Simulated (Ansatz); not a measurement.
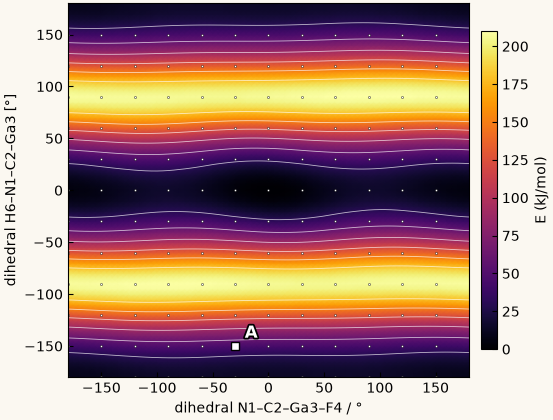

CH2F2GaN, SMILES N=[CH][Ga]([F])[F]. Coordinates scanned: (1) dihedral N1–C2–Ga3–F4; (2) dihedral H6–N1–C2–Ga3. Nothing is relaxed (all other coordinates rigid). The scan uses a 12 × 12 grid; 74 points were computed and 70 follow by symmetry. Points are written as (first, second). Energies are in kJ/mol, from the lowest grid point. The dihedral twists a double bond; near 90° a spin-restricted reference is unreliable. These are results of RKS B3LYP-D4/def2-TZVP (Ansatz 0.2.0), not measurements.

In the figure: a smooth colour map with a few white contour lines, dots at the grid points, the point A. Between grid points the surface is interpolated.

**Which way does the force act at A, and how strong is it?**

A, at (−30°, −150°), is not a stationary point. The computed force is 0.065 kJ/mol for each degree towards larger values of dihedral N1–C2–Ga3–F4 and 2.1 kJ/mol for each degree towards smaller values of dihedral H6–N1–C2–Ga3.
